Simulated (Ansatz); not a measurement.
# BeCd (built on the sites of a database entry of BaZn): a soft mode frozen in

Aim: this structure of BeCd (built on the sites of a database entry of BaZn) is to be tested for unstable modes, and one is followed downhill.

Calculated with Ansatz 0.2.0; DFT PBEsol, scalar-relativistic, plane waves, PseudoDojo norm-conserving pseudopotentials.

The structure was built from a prototype and need not be the compound's stable phase.

**1. The structure**

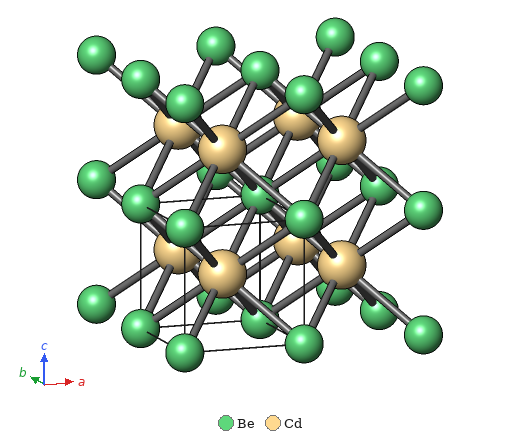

Start, viewed slightly off an axis; beryllium green, cadmium orange. 2×2×2 cells are drawn. Some periodic images of atoms are drawn too.

Structure file:

```cif
data_structure
_symmetry_space_group_name_H-M 'P 1'
_symmetry_Int_Tables_number 1
_cell_length_a 3.0606
_cell_length_b 3.0606
_cell_length_c 3.0606
_cell_angle_alpha 90.000
_cell_angle_beta 90.000
_cell_angle_gamma 90.000
_cell_volume 28.67
loop_
_atom_site_label
_atom_site_type_symbol
_atom_site_fract_x
_atom_site_fract_y
_atom_site_fract_z
_atom_site_occupancy
Be1 Be 0.00000 0.00000 0.00000 1
Cd2 Cd 0.50000 0.50000 0.50000 1
```

**2. Phonons on a q mesh**

The cell comes from relaxations at this level that are not shown. Stability and thermal properties need the whole zone. Linear response on a 2×2×2 q mesh gives force constants as far as a supercell of that size would.

The input, input.yaml:

```yaml
crystal:
  lattice:
    - [3.060635456, 0.0, 0.0]
    - [0.0, 3.060635456, 0.0]
    - [0.0, 0.0, 3.060635456]
  atoms:
    - { symbol: Be, position: [0.0, 0.0, 0.0] }
    - { symbol: Cd, position: [0.5, 0.5, 0.5] }
kpoints:
  mp_grid: { grid: [16, 16, 16] }
hamiltonian:
  xc: pbesol
  pseudopotentials: { kind: nc, accuracy: standard }
scf:
  occupations: { method: methfessel_paxton, width: 0.2 }
output:
  eigenvalues: true
phonons:
  method: dfpt
  qmesh: [2, 2, 2]
  temperatures: { t_max: 1000, t_step: 50 }
  qpath:
    path:
      - [[0.0, 0.0, 0.0], [0.0, 0.5, 0.0], [0.5, 0.5, 0.0], [0.0, 0.0, 0.0], [0.5, 0.5, 0.5], [0.0, 0.5, 0.0]]
      - [[0.5, 0.5, 0.5], [0.5, 0.5, 0.0]]
    npoints: 10
```

Launch:

```console
ansatz run input.yaml --threads 4 --pin off --max-ram 7168MiB --backend cpu --events-out ev --progress --plain --runs-dir out
```

Numbers of over 12 decimals in the logs are rounded to 6 here.

What it wrote:

```text
Engine: ansatz 0.2.0, aarch64-unknown-linux-gnu
Pseudopotentials: kind: nc
Pseudopotential: Be, nc, valence charge 4, recommended cutoff 1197.300995 eV (normal), Be.nc.azcp (PseudoDojo's, or run here from an input of PseudoDojo's; its table is named by hamiltonian.pseudopotentials.accuracy)
Pseudopotential: Cd, nc, valence charge 20, recommended cutoff 1387.780699 eV (normal), Cd.nc.azcp (PseudoDojo's, or run here from an input of PseudoDojo's; its table is named by hamiltonian.pseudopotentials.accuracy)
Functional definition: PBEsol
  exchange = pbesol_x
  correlation = pbesol_c
Crystal: 2 atoms, lattice volume = 28.670 Å³
Basis set: ecut = 1387.780699 eV, 3407 PW (Γ), exchange–correlation on 80×80×80 points (8 copies of the dense FFT grid, shifted against one another)
Bands: 16, of which v1, the nominal top of the filled ones, is band 12 counted from 1 (11 counted from 0)
Symmetry: 48 space group operations
k-points: 165 of 4096
Non-local potential: Be, projectors of the file, l = 0: 2, l = 1: 2
Non-local potential: Cd, projectors of the file, l = 0: 2, l = 1: 2, l = 2: 2
Initial density: superposition of atomic densities (chi_scale 0.1, normalization cell, long waves kept (reshape's long-wave potential 0.00 eV rms))
Initial wavefunctions: pseudopotential atomic-orbital guess
Functional: x = pbesol(κ = 0.804, μ = 0.123457), c = pbesol(β = 0.046)
SCF iter   1: F=—  HF=-5144.888884 eV  |F-HF|=—  |Δ(HF+E_count)|=         —  Δρ=5.70e-2  dr2=1.25e0  ethr=3.10e-3  ⟨swp⟩=6.2  Hψ=15181  notcnv=0
preconditioner: auto → none  [metal: Δε(μ)=0.021 eV  Ē_g=12.228 eV  σ=0.200 eV  W_gap=0.09  n_scr=6 (ndim 8)  ℏωp=25.9 eV  f_vac=0.000  D(μ)=0.71/eV (n_scr^D=6)  sad-step TF]
SCF iter   2: F=—  HF=-5144.566683 eV  |F-HF|=—  |Δ(HF+E_count)|=   3.22e-1  S|Δr|=    0.00e0  Δρ=2.59e-2  dr2=2.40e-1  ethr=3.10e-3  ⟨swp⟩=2.7  Hψ=5648  notcnv=0  defer=5
SCF iter   3: F=—  HF=-5144.480043 eV  |F-HF|=—  |Δ(HF+E_count)|=   8.66e-2  S|Δr|=    0.00e0  Δρ=5.39e-3  dr2=6.39e-3  ethr=1.00e-3  ⟨swp⟩=2.1  Hψ=4399  notcnv=0  defer=6
SCF iter   4: F=—  HF=-5144.478629 eV  |F-HF|=—  |Δ(HF+E_count)|=   1.41e-3  S|Δr|=    0.00e0  Δρ=1.53e-3  dr2=2.18e-4  ethr=2.66e-5  ⟨swp⟩=2.1  Hψ=4799  notcnv=0  defer=6
SCF iter   5: F=—  HF=-5144.478624 eV  |F-HF|=—  |Δ(HF+E_count)|=   5.20e-6  S|Δr|=    0.00e0  Δρ=1.90e-4  dr2=2.85e-6  ethr=9.10e-7  ⟨swp⟩=2.7  Hψ=4778  notcnv=0  defer=6
SCF iter   6: F=—  HF=-5144.478629 eV  |F-HF|=—  |Δ(HF+E_count)|=   5.68e-6  S|Δr|=    0.00e0  Δρ=3.56e-5  dr2=7.37e-8  ethr=1.19e-8  ⟨swp⟩=2.0  Hψ=4575  notcnv=0  defer=6
SCF iter   7: F=—  HF=-5144.478624 eV  |F-HF|=—  |Δ(HF+E_count)|=   5.47e-6  S|Δr|=    0.00e0  Δρ=3.47e-6  dr2=9.90e-10  ethr=3.07e-10  ⟨swp⟩=2.0  Hψ=4547  notcnv=0  defer=6
SCF iter   8: F=—  HF=-5144.478624 eV  |F-HF|=—  |Δ(HF+E_count)|=  1.33e-10  S|Δr|=    0.00e0  Δρ=2.99e-7  dr2=1.25e-11  ethr=4.12e-12  ⟨swp⟩=2.1  Hψ=4652  notcnv=0  defer=6
SCF iter   9: F=-5144.478624 eV  HF=-5144.478624 eV  |F-HF|=1.82e-12  |Δ(HF+E_count)|=  3.64e-12  S|Δr|=    0.00e0  Δρ=4.07e-8  dr2=2.69e-13  ethr=1.00e-12  ⟨swp⟩=7.7  Hψ=16097  notcnv=0
SCF 1 converged in 9 iterations: F = -5144.478624 eV  dr2 = 2.69e-13
Initial density: read from a saved state, or passed on in memory by an earlier SCF of this step, an earlier step, the calling program or the single point that the run made first
iter 1 solved again at ethr=2.11e-7 eV; its pass at ethr=3.10e-3 eV (dr2=5.06e-5 eV) is discarded
SCF iter   1: F=—  HF=-5144.478630 eV  |F-HF|=—  |Δ(HF+E_count)|=         —  Δρ=1.58e-6  dr2=2.47e-10  ethr=2.11e-7  ⟨swp⟩=4.0  Hψ=25348  notcnv=0
eigensolver tolerance schedule: the retry pair's looser diagonalisation over-reported the residual by 204404.99 of it (diagonalisation noise at an unbounded share of the residual, at the tolerance the schedule requests for it); recorded, not acted on — ethr = c·dr2/N_el stays at c = 1.0e-1
preconditioner: auto → none  [metal: Δε(μ)=0.013 eV  Ē_g=13.270 eV  σ=0.200 eV  W_gap=0.05  n_scr=6 (ndim 8)  ℏωp=25.9 eV  f_vac=0.000  D(μ)=0.73/eV (n_scr^D=6)]
SCF iter   2: F=—  HF=-5144.478624 eV  |F-HF|=—  |Δ(HF+E_count)|=   6.37e-6  S|Δr|=    0.00e0  Δρ=1.16e-6  dr2=2.02e-10  ethr=1.03e-12  ⟨swp⟩=5.0  Hψ=8945  notcnv=0
SCF iter   3: F=—  HF=-5144.478624 eV  |F-HF|=—  |Δ(HF+E_count)|=  5.55e-11  S|Δr|=    0.00e0  Δρ=5.93e-7  dr2=4.01e-11  ethr=1.00e-12  ⟨swp⟩=2.2  Hψ=4145  notcnv=0
SCF iter   4: F=—  HF=-5144.478624 eV  |F-HF|=—  |Δ(HF+E_count)|=  9.09e-12  S|Δr|=    0.00e0  Δρ=4.21e-7  dr2=1.82e-11  ethr=1.00e-12  ⟨swp⟩=1.0  Hψ=2640  notcnv=0
SCF iter   5: F=—  HF=-5144.478624 eV  |F-HF|=—  |Δ(HF+E_count)|=  3.64e-12  S|Δr|=    0.00e0  Δρ=3.27e-7  dr2=1.05e-11  ethr=1.00e-12  ⟨swp⟩=3.8  Hψ=7379  notcnv=0
SCF iter   6: F=-5144.478624 eV  HF=-5144.478624 eV  |F-HF|=5.46e-12  |Δ(HF+E_count)|=  9.09e-13  S|Δr|=    0.00e0  Δρ=2.82e-7  dr2=7.97e-12  ethr=1.00e-12  ⟨swp⟩=1.3  Hψ=3436  notcnv=0
SCF 2 converged in 6 iterations: F = -5144.478624 eV  dr2 = 7.97e-12
phonons: the bands overlap, so this run is a metal and interpolates without the dipole-dipole term. If the crystal is really an insulator or semiconductor, its LO-TO splitting is missing
NSCF: frozen V_eff on 165 k-points
NSCF: frozen V_eff on 405 k-points
DFPT response loops at q = (0, 0, 0) (fractional): preconditioner auto → Kerker (q_TF=auto, 2.649 Å⁻¹) (partly filled bands, converged f_vac=0.000); β = 1.00, the filter's whole step (`scf.mixing.beta` (0.50) is not read by the response loops under this deck's `scf.mixing.preconditioner`; to damp them name `kerker` or `kerker_dos`, under which they read `scf.mixing.beta`, and type it under 1.00, their step now; both keys bind the ground state too); Broyden in place of MSR1
NSCF: frozen V_eff on 1458 k-points
DFPT response loops at q = (0, 0, -0.5) (fractional): mixed as the last ones told, above
NSCF: frozen V_eff on 1458 k-points
DFPT response loops at q = (0, -0.5, -0.5) (fractional): mixed as the last ones told, above
NSCF: frozen V_eff on 810 k-points
DFPT response loops at q = (-0.5, -0.5, -0.5) (fractional): mixed as the last ones told, above
SCF converged after 9 iterations
Stability not checked: this state was not tested for a lower state beside it, because cold or Methfessel-Paxton smearing, or corrected tetrahedra, fill the levels in a way that the test cannot read (fill_not_monotonic; see scf.lower_state_search)
Free energy (F): -5144.478624 eV
Harris-Foulkes:  -5144.478624 eV  (|F-HF|=1.82e-12)
Internal energy: -5144.477630 eV  (E = F + TS)
E sigma→0 (E₀):  -5144.478375 eV
Entropy (-TS):   -0.000994 eV (-0.497 meV/atom)
Fermi energy:    14.514879 eV
--- Per-component energies (eV) ---
  E_band       = -568.997604
  E_kinetic    = 1899.123897
  E_local      = -4515.829743  (includes V_loc(G=0)·N_el)
  E_nonlocal   = -164.327405
  E_hartree    = 1433.821814
  E_xc         = -718.862437
  E_vxc        = -655.608012  (∫ρ·V_xc dr)
  E_ewald      = -3078.403755
  E_smearing   = -0.000994  (= −TS)
  E_closure    = 0.000000  (closes the sum)
  Σ components = -5144.478624   (vs F -5144.478624, Δ=0.00e0)
--- Band table (eV; the first three rows and the last of 165) ---
  k-point 0: bands = [... 8 lower, 5.1196, 5.1196, 5.1196, 17.0316, 17.0316, 17.0316, 23.1648, 23.1648]
  k-point 1: bands = [... 8 lower, 5.1010, 5.1010, 5.1212, 16.6031, 17.1141, 17.1141, 23.1749, 23.4403]
  k-point 2: bands = [... 8 lower, 5.0487, 5.0487, 5.1258, 15.5854, 17.3572, 17.3572, 23.2045, 23.5848]
  k-point 164: bands = [... 8 lower, 5.5686, 5.5686, 15.9665, 15.9665, 15.9665, 15.9778, 15.9778, 15.9778]
--- Phonons (Γ-DFPT): 2 representative perturbations + reference (Σ response iterations 6) ---
  ASR residual: 1.779e-4 → 0.000e0 eV/Å²; symmetrization residual: 4.152e-6 eV/Å²
  ASR residual per site (eV/Å²): 9.43e-6 1.78e-4
  Γ frequencies (cm⁻¹): 0.00 0.00 0.00 287.79 287.79 287.79
--- Phonons (arbitrary-q DFPT): 4 irreducible q on the 2×2×2 mesh ---
  q = [0.0000, 0.0000, 0.0000] (star 1, of the zone-centre solve; hermiticity 3.27e-6, symmetrization 3.02e-14): -0.00 -0.00 0.00 287.79 287.79 287.79
  q = [0.0000, 0.0000, -0.5000] (star 3, 4 solved perturbations in 2268 linear systems a pass and spin channel, the states on 729 of 4096 k-point pairs; hermiticity 2.62e-13, symmetrization 8.44e-13, the responses' own estimated error 3.9e-5 eV/Å²): 69.89 69.89 143.27 265.61 265.61 288.97
  q = [0.0000, -0.5000, -0.5000] (star 3, 4 solved perturbations in 2268 linear systems a pass and spin channel, the states on 729 of 4096 k-point pairs; hermiticity 3.60e-6, symmetrization 6.36e-14, the responses' own estimated error 6.4e-5 eV/Å²): -136.83 -136.83 81.90 264.22 264.22 350.56
  q = [-0.5000, -0.5000, -0.5000] (star 1, 2 solved perturbations on 405 of 4096 k-point pairs; hermiticity 1.05e-12, symmetrization 5.93e-12, the responses' own estimated error 5.2e-5 eV/Å²): 100.11 100.11 100.11 116.62 116.62 116.62
  sum rule: each row above includes the acoustic sum rule's correction from the zone centre's row sums; it moved no ω² by more than (0.66 cm⁻¹)²
  mesh force constants: q→R imaginary residual 3.37e-17; ASR residual 1.779e-4 → 0.000e0 eV/Å²; symmetrization residual 3.109e-15 eV/Å²
  interpolated dispersion: 62 rows × 6 modes
  density of states and harmonic sums: on the 20×20×20 q-mesh, interpolated from the force constants of a 2×2×2 supercell (no non-analytic term)
  largest difference from the sums on the solved wave vectors: F 2.71e-2 eV, S 2.89e-5 and C_V 5.35e-6 eV/K
  zero-point energy: 0.058342 eV/cell   skipped modes (ω ≤ 0): 314, of them read as no rigid motion or as one in doubt: 311 (1.156e0 modes/cell left out, lowest -136.83 cm⁻¹)   left out of the sums: 1.93e-1 of the cell's modes: C_V's classical limit lies that fraction below 3 k_B per atom; for a crystal, a wire or a layer, F and S can be off by more, and a phonons.interpolated_qmesh denser along its periods is the remedy for the sampling
```

It took 7 min on 4 threads of Arm Neoverse N1, shared host; peak memory 3.4 GiB; 28 min of CPU time.

The column dr2 measures how far the density is from self-consistency, as an energy; F and HF (Harris–Foulkes) agree once it is small.

Numbers from this step:

```
volume per atom                                         : 14.34 Å³
gap on the k-mesh                                       : 0 eV
sum-rule residual before enforcement                    : 1.78e-4 eV/Å²
lowest frequency on the path                            : -136.8 cm⁻¹
point group                                             : m-3m
highest frequency on the path or at a solved wavevector : 350.6 cm⁻¹
highest optical mode at the zone centre (no LO-TO term) : 287.8 cm⁻¹
lowest optical zone-centre mode                         : 287.8 cm⁻¹
lowest mode on the q mesh (acoustic modes at Γ apart)   : -136.8 cm⁻¹
```

Frequencies (cm⁻¹) solved at each irreducible wavevector; negative means imaginary. Frequencies by wavevector, by row:

```csv
q in reciprocal lattice units,star,mode 1,mode 2,mode 3,mode 4,mode 5,mode 6
0 0 0,1,0,0,0,287.8,287.8,287.8
0 0 -0.5,3,69.9,69.9,143.3,265.6,265.6,289
0 -0.5 -0.5,3,-136.8,-136.8,81.9,264.2,264.2,350.6
-0.5 -0.5 -0.5,1,100.1,100.1,100.1,116.6,116.6,116.6
```

Interpolated from a 2×2×2 q mesh, rough between the solved points. The phonon branches at the labelled points (cm⁻¹):

```csv
point,branch 1,branch 2,branch 3,branch 4,branch 5,branch 6
Γ,0,0,0,288,288,288
X,70,70,143,266,266,289
M,-137,-137,82,264,264,351
Γ,0,0,0,288,288,288
R,100,100,100,117,117,117
X,70,70,143,266,266,289
jump to R,100,100,100,117,117,117
M,-137,-137,82,264,264,351
```

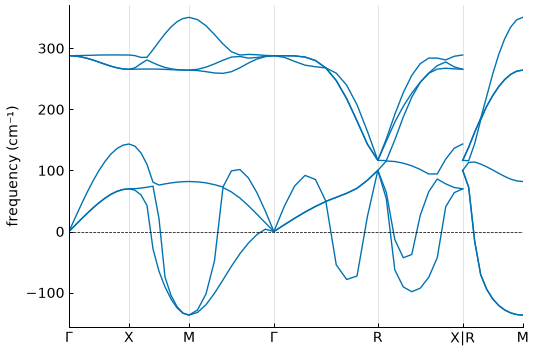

Phonon branches along the path.

Symmetry leaves 4 wavevectors to solve. The lowest mode among them, the acoustic zeros apart, lies at q = (0, -0.5, -0.5) and is imaginary, 136.8i cm⁻¹, so the energy falls along it.

**3. The mode frozen in, largest atomic shift 0 Å**

The mode followed lies at q = (0, -0.5, -0.5) with frequency 136.8i cm⁻¹ and is 2-fold degenerate, the softest among the wavevectors solved. At small amplitude the distorted cell has space group no. 65 by a symmetry search on the positions. The undistorted cell that holds it gives the zero of energy on the same k mesh.

System of this step: BeCd (built on the sites of a database entry of BaZn). Symmetry: Pm-3m, No. 221, cubic system. Conventional cell: a = 3.061 Å, b = 3.061 Å, c = 3.061 Å, α = 90.00°, β = 90.00°, γ = 90.00°. Nearest to Be lie 8 Cd at 2.65 Å. Cd has 8 Be at 2.65 Å nearest. Farther neighbours are not listed.

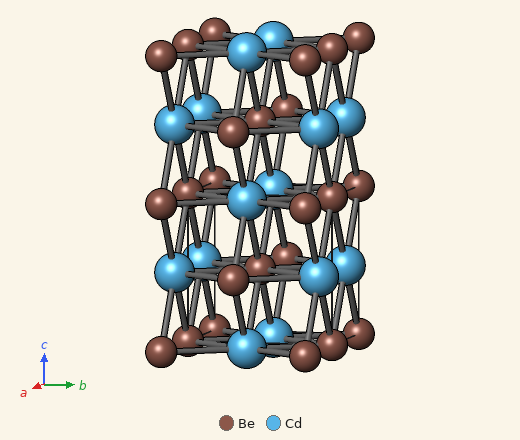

The cell of this step (beryllium brown, cadmium blue). 2×1×2 cells are drawn. Some periodic images of atoms are drawn too.

input.yaml, the sections that differ from step 2:

```yaml
crystal:
  lattice:
    - [-3.060635456, 0.0, 0.0]
    - [0.0, -3.060635456, -3.060635456]
    - [0.0, -3.060635456, 3.060635456]
  atoms:
    - { symbol: Be, position: [1.0, 0.5, 0.5] }
    - { symbol: Be, position: [1.0, 0.0, 0.0] }
    - { symbol: Cd, position: [0.5, 0.0, 0.5] }
    - { symbol: Cd, position: [0.5, 0.5, 0.0] }
kpoints:
  mp_grid: { grid: [14, 10, 10] }
output:
  forces: true
  stress: true
  eigenvalues: true
# hamiltonian, scf: as in step 2
# phonons: removed
```

What it wrote:

```text
[...]
Crystal: 4 atoms, lattice volume = 57.341 Å³
Basis set: ecut = 1387.780699 eV, 6755 PW (Γ), exchange–correlation on 80×108×108 points (8 copies of the dense FFT grid, shifted against one another)
Bands: 29, of which v1, the nominal top of the filled ones, is band 24 counted from 1 (23 counted from 0)
Symmetry: 32 space group operations
[...]
k-points: 168 of 1400
[...]
k-point 0: bands = [... 20 lower, 5.5357, 10.7164, 10.7164, 13.5259, 14.5607, 17.0346, 17.0347, 17.0347, ... 1 higher]
  k-point 1: bands = [... 20 lower, 5.4734, 10.1144, 10.8457, 13.9208, 14.9203, 16.7453, 16.8645, 17.1399, ... 1 higher]
  k-point 2: bands = [... 20 lower, 5.3055, 9.0031, 11.2140, 14.2179, 16.0333, 16.1937, 16.4418, 17.4470, ... 1 higher]
  k-point 167: bands = [... 20 lower, 10.7165, 10.7165, 10.7165, 10.7165, 13.5259, 13.5259, 14.5606, 14.5606, ... 1 higher]
[key lines of the parts left out:]
SCF converged after 7 iterations
Free energy (F): -10288.963428 eV
Fermi energy:    14.464566 eV
P = ⅓ Tr σ = -0.2116 GPa (-2.116 kbar)
```

Elapsed: 26 s, on 4 threads; peak memory 1.2 GiB; 1.7 min of CPU time.

This step gave:

| Quantity | Value |
| --- | --- |
| pressure | -0.2116 GPa |
| energy from the undistorted cell | 0 meV/atom |

The run ends at a pressure of -0.21 GPa.

**4. The mode frozen in, largest atomic shift 0.32 Å**

The atoms are moved along the unstable eigenvector, the largest shift by 0.32 Å, with the cell fixed.

input.yaml, the sections that differ from step 3:

```yaml
crystal:
  lattice:
    - [-3.060635456, 0.0, 0.0]
    - [0.0, -3.060635456, -3.060635456]
    - [0.0, -3.060635456, 3.060635456]
  atoms:
    - { symbol: Be, position: [1.0, 0.4477232744, 0.5522767256] }
    - { symbol: Be, position: [1.0, 0.0522767256, -0.0522767256] }
    - { symbol: Cd, position: [0.5, -0.0183773141, 0.4816226859] }
    - { symbol: Cd, position: [0.5, 0.5183773141, 0.0183773141] }
# kpoints, hamiltonian, scf, output: as in step 3
```

What it wrote:

```text
[...]
Crystal: 4 atoms, lattice volume = 57.341 Å³
Basis set: ecut = 1387.780699 eV, 6755 PW (Γ), exchange–correlation on 80×108×108 points (8 copies of the dense FFT grid, shifted against one another)
Bands: 29, of which v1, the nominal top of the filled ones, is band 24 counted from 1 (23 counted from 0)
Symmetry: 8 space group operations
[...]
k-points: 248 of 1400
[...]
k-point 0: bands = [... 20 lower, 5.4749, 10.5854, 11.0176, 12.9086, 14.3765, 16.9822, 17.6983, 18.1047, ... 1 higher]
  k-point 1: bands = [... 20 lower, 5.4193, 10.1002, 10.9528, 13.3530, 14.6830, 17.0841, 17.4503, 17.8008, ... 1 higher]
  k-point 2: bands = [... 20 lower, 5.2707, 8.9891, 11.2573, 13.6873, 15.5858, 16.7554, 17.3798, 17.4734, ... 1 higher]
  k-point 247: bands = [... 20 lower, 10.5743, 10.6170, 10.8210, 10.9367, 13.4348, 13.4620, 14.4654, 14.5504, ... 1 higher]
[key lines of the parts left out:]
SCF converged after 8 iterations
Free energy (F): -10289.030673 eV
Fermi energy:    14.208968 eV
P = ⅓ Tr σ = 0.9838 GPa (9.838 kbar)
```

The job ended after 43 s (4 threads; peak memory 1.5 GiB; 2.8 min of CPU time).

Numbers from this step:

| Quantity | Value |
| --- | --- |
| pressure | 0.9838 GPa |
| energy from the undistorted cell | -16.77 meV/atom |

The energy, extrapolated to zero smearing, is -16.77 meV/atom against the undistorted cell.

The run ends at a pressure of 0.98 GPa, with forces up to 0.56 eV/Å.

**5. Energy along the mode, all amplitudes (two of the runs are shown above)**

An imaginary frequency means negative curvature, so the energy should fall and then rise again as anharmonic terms take over.

This step gave:

```
depth at the lowest point sampled  : 16.77 meV/atom
largest atomic shift at that point : 0.32 Å
```

The energy from the parent by largest atomic shift:

| largest atomic shift (Å) | energy from the parent (meV/atom) |
| --- | --- |
| 0.000 | 0 |
| 0.040 | -0.52 |
| 0.080 | -2.01 |
| 0.140 | -5.68 |
| 0.220 | -11.8 |
| 0.320 | -16.8 |
| 0.450 | -1.82 |
| 0.600 | 104 |

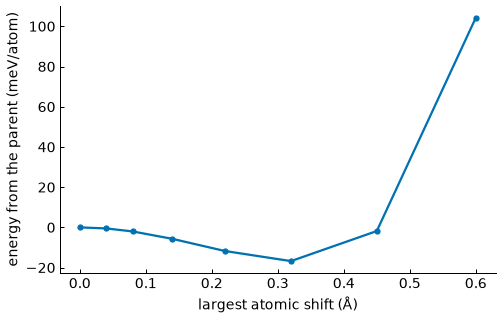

Energy from the parent against largest atomic shift.

Displacement at unit largest shift by atom:

```
atom  x (Å)  y (Å)  z (Å)  size
 Be1   0.00   0.00   1.00  1.00
 Be2   0.00   0.00  -1.00  1.00
 Cd3   0.00   0.35   0.00  0.35
 Cd4   0.00  -0.35   0.00  0.35
```

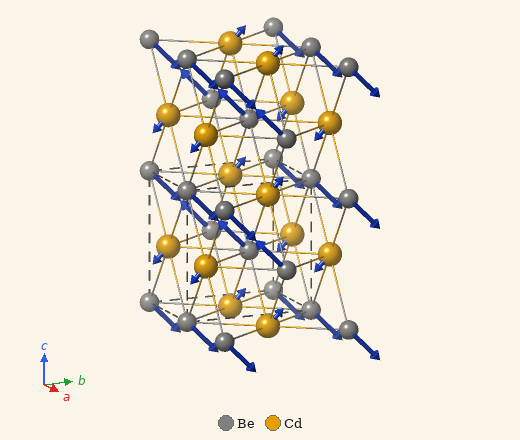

Displacement at unit largest shift as arrows, the longest 1 Å. 2×1×2 cells are drawn. Some periodic images of atoms are drawn too.

The lowest of the steps tried is at 0.32 Å, 16.8 meV/atom below the parent; the bottom of the well need not coincide with a step.

[end of part 1 of 2]

[Logs are printed without paths, hosts, clocks, repeated set-up lines and the standing remarks that a program may print on its own settings, such as how far it seeks lower states.]

[Hosts, paths, dates, database ids (printed as entryN), source tags and the programs' standing remarks are cut or masked in the printed files.]
